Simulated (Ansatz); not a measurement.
# BSiH5 (boranylsilane) at wB97X/STO-3G

Aim: the energy change on altering one bond length of BSiH5 (boranylsilane) at wB97X/STO-3G, from 2 runs. 

The calculation is run with Ansatz 0.2.0.

47 further runs of the same task are left out: 47 set aside as unsound or not needed.

## (1) The molecule

BSiH5 has 7 atoms, charge 0, and is taken as a singlet. SMILES: `B[SiH3]`. Geometry: relaxed at PBE0-D4/def2-TZVP.

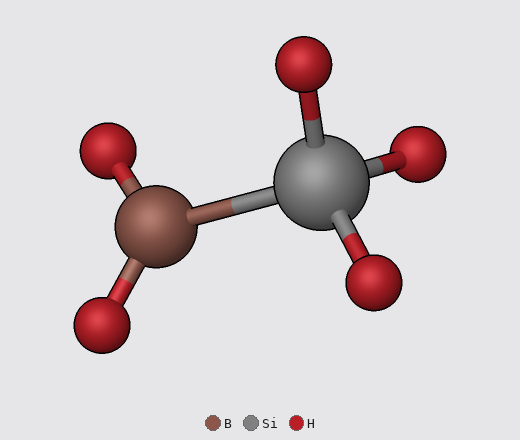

Viewed from a chosen angle; boron brown, silicon grey, hydrogen red.

## (2) A single-point energy at wB97X/STO-3G

molecule.yaml reads:

```yaml
crystal:
  periodic: [false, false, false]
  atoms:
    - {symbol: B, position_ang: [-0.043200, -1.189000, 0.204300]}
    - {symbol: Si, position_ang: [0.089100, 0.785300, -0.148500]}
    - {symbol: H, position_ang: [-1.126000, -1.690600, 0.290100]}
    - {symbol: H, position_ang: [0.906400, -1.902500, 0.335400]}
    - {symbol: H, position_ang: [-0.616000, 1.093400, -1.427200]}
    - {symbol: H, position_ang: [-0.623600, 1.516700, 0.939600]}
    - {symbol: H, position_ang: [1.474500, 1.318800, -0.239500]}
basis:
  gaussian:
    orbitals: STO-3G
hamiltonian:
  xc: {name: wB97X}
accuracy: high
```

Command:

```console
$ ansatz run molecule.yaml --threads 1 --pin off --max-ram 2610MiB --events-out events.jsonl --progress --plain --runs-dir runs
```

Output:

```text
Warning: RAYON_NUM_THREADS=1 ignored (pool sized by the plan → 1); use --threads N
Functional definition: wB97X
  name "wB97X"
  parameter omega = 0.3/bohr
  parameter cx = 0.157706
  parameter cx1 = 0.726479
  parameter cx2 = 1.04760
  parameter cx3 = -5.70635
  parameter cx4 = 13.2794
  parameter css1 = -4.33879
  parameter css2 = 18.2308
  parameter css3 = -31.7430
  parameter css4 = 17.2901
  parameter cos1 = 2.37031
  parameter cos2 = -11.3995
  parameter cos3 = 6.58405
  parameter cos4 = -3.78132
  exchange = spin_sum(e_x_unif_sr(omega)*poly(b97_u_x, 1 - cx, cx1, cx2, cx3, cx4)) + cx*exact_x_sr(omega)
      + exact_x_lr(omega)
  correlation = spin_sum(e_c_pw_same_spin*poly(b97_u_same, 1, css1, css2, css3, css4))
      + integral(e_c_pw_opposite_spin*poly(b97_u_opposite, 1, cos1, cos2, cos3, cos4))
334 factors; integrals over basis functions are off by at most 1.3e-8 eV
165 factors; integrals over basis functions are off by at most 9.1e-10 eV
mean field evaluation 1: about -8533.3193 eV, gradient 1.3e1 eV
mean field evaluation 2: about -8533.9866 eV, gradient 3.4e0 eV
mean field evaluation 4: about -8534.0329 eV, gradient 1.9e-2 eV
mean field evaluation 8: about -8533.9514 eV, gradient 4.3e-4 eV
mean field evaluation 16: about -8533.9514 eV, gradient 6.5e-8 eV
mean field -8533.95137352 eV, -313.6169284568 hartree, gradient 6.5e-8 eV, S^2 0.000000; 0 other end points of the search recorded, 0 dependent functions left out
reference -8533.95137160 eV, -313.6169283861 hartree; 12, 12 occupied and 7, 7 virtual orbitals, 334 factors
Total energy: -8533.95137160 eV, -313.6169283861 hartree
```

Wall time 4.8 s (1 thread of Arm Neoverse V2, shared host); peak memory 0.26 GiB.

## (3) The distorted shape

run.yaml reads:

```yaml
crystal:
  periodic: [false, false, false]
  atoms:
    - symbol: B
      position_ang: [-0.280567, -1.010650, 0.171530]
    - symbol: Si
      position_ang: [-0.148267, 0.963650, -0.181270]
    - symbol: H
      position_ang: [-1.363367, -1.512250, 0.257330]
    - symbol: H
      position_ang: [0.906400, -1.902500, 0.335400]
    - symbol: H
      position_ang: [-0.853367, 1.271750, -1.459970]
    - symbol: H
      position_ang: [-0.860967, 1.695050, 0.906830]
    - symbol: H
      position_ang: [1.237133, 1.497150, -0.272270]
basis:
  gaussian: {orbitals: STO-3G}
hamiltonian: {xc: {name: wB97X}}
accuracy: high
```

Command:

```console
$ ansatz run run.yaml --threads 1 --pin off --max-ram 2610MiB --events-out events.jsonl --progress --plain --runs-dir runs
```

Output (excerpt; [...] marks lines left out):

```text
Warning: RAYON_NUM_THREADS=1 ignored (pool sized by the plan → 1); use --threads N
Functional definition: wB97X
  name "wB97X"
[...]
      + exact_x_lr(omega)
[...]
      + integral(e_c_pw_opposite_spin*poly(b97_u_opposite, 1, cos1, cos2, cos3, cos4))
334 factors; integrals over basis functions are off by at most 9.9e-9 eV
166 factors; integrals over basis functions are off by at most 1.3e-9 eV
[...]
mean field -8532.88151724 eV, -313.5776119636 hartree, gradient 9.7e-8 eV, S^2 0.000000; 0 other end points of the search recorded, 0 dependent functions left out
reference -8532.88151527 eV, -313.5776118915 hartree; 12, 12 occupied and 7, 7 virtual orbitals, 334 factors
Total energy: -8532.88151527 eV, -313.5776118915 hartree
```

Run time: 4.8 s. Hardware: 1 thread of Arm Neoverse V2, shared host; peak memory 0.26 GiB.

## (4) Outcome

At wB97X/STO-3G:

| quantity | value |
| --- | --- |
| first shape: total energy | -313.61693 Eh |
| distorted shape: total energy | -313.57761 Eh |
| energy change with the B1–H4 bond stretched from 1.195 to 1.494 Å | 1.070 eV |

**Reading.** With the B1–H4 bond stretched from 1.195 to 1.494 Å the energy rises by 1.07 eV (103 kJ/mol). The first shape isn't relaxed at this level, so the change isn't measured from a minimum. The minimal basis adds a large error of its own.
